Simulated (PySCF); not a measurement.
The calculation's input:

```
{"job": {"xc": "mPW1PW91", "basis": "pcSseg-1", "solvent": "cyclohexane", "kind": "nmr", "pop": true}, "charge": 0, "multiplicity": 1}
C      2.365934     0.850482     0.057309
C      0.926351     0.547655    -0.276517
C      0.438071    -0.871148    -0.204849
C     -0.754009    -1.240873    -1.060891
C     -1.788617    -0.136811    -0.795614
C     -1.486244     0.393691     0.613863
C     -0.010442     0.129784     0.820927
H      2.999478     0.708269    -0.817265
H      2.722268     0.195168     0.849049
H      2.472339     1.881751     0.391439
H      0.526751     1.174953    -1.063112
H      1.145155    -1.653346     0.032698
H     -1.138909    -2.211771    -0.740918
H     -0.502594    -1.310276    -2.120645
H     -1.675315     0.663533    -1.527323
H     -2.808395    -0.511669    -0.875592
H     -2.058591    -0.158780     1.362326
H     -1.739140     1.451059     0.708589
H      0.356103     0.107581     1.837460
```

Run with:

```sh
OMP_NUM_THREADS=1 python ens_run.py task.json out
```

Geometry: GFN2-xTB.

These are results of PySCF, mPW1PW91/pcSseg-1, SCF density, in a cyclohexane solvent model, non-relativistic, not measurements.

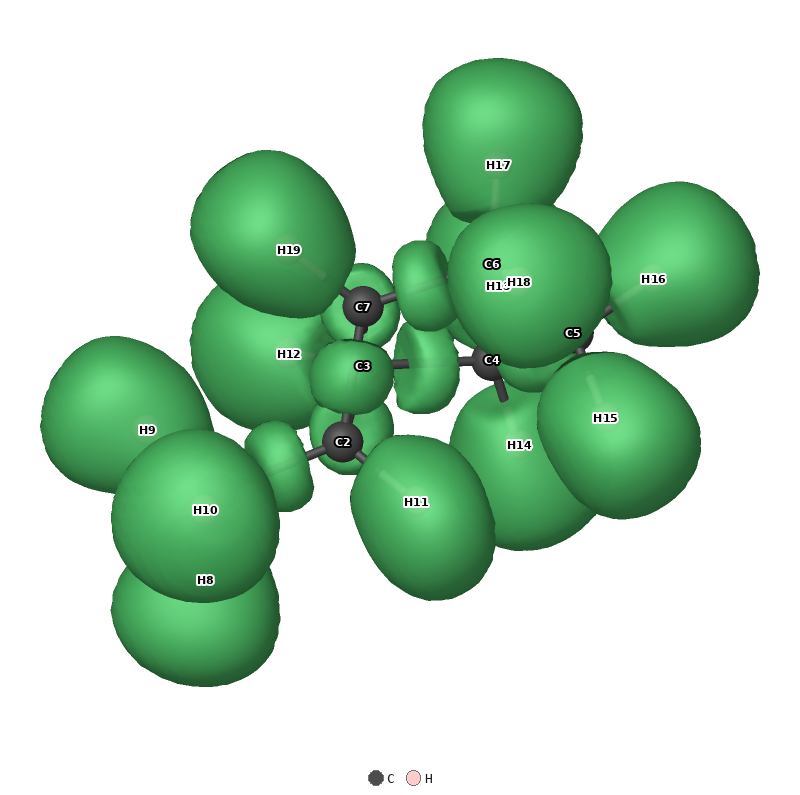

C7H12. Isosurface of the ELF at 0.75 (green), seen at an oblique angle. Core shells and regions of very low density are left out.

### Where are the electrons localised?

The ELF exceeds this value in eight regions between bonded C–C atoms (shared pairs) and twelve regions around hydrogen nuclei. Profiles from the grid: C–C (1.50 Å): the ELF peaks at about 0.85 between the atoms (localised, covalent bonding). C–H (1.08 Å): the ELF climbs to about 1 towards the hydrogen, as it does in any bond to H; a covalent bond by its length.
